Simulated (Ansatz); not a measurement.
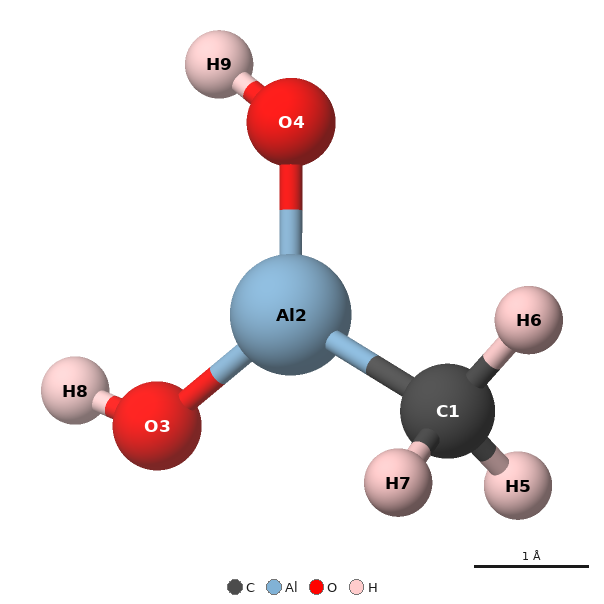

(Drawn from a calculation with Ansatz.)

Geometry: moved along internal coordinates away from the minimum.

Which atoms are bonded, and how long are the bonds?

| bond | length (Å) |
| --- | --- |
| C1–Al2 | 1.933 |
| C1–H5 | 1.094 |
| C1–H6 | 1.191 |
| C1–H7 | 1.093 |
| Al2–O3 | 1.698 |
| Al2–O4 | 1.698 |
| O3–H8 | 0.954 |
| O4–H9 | 0.955 |
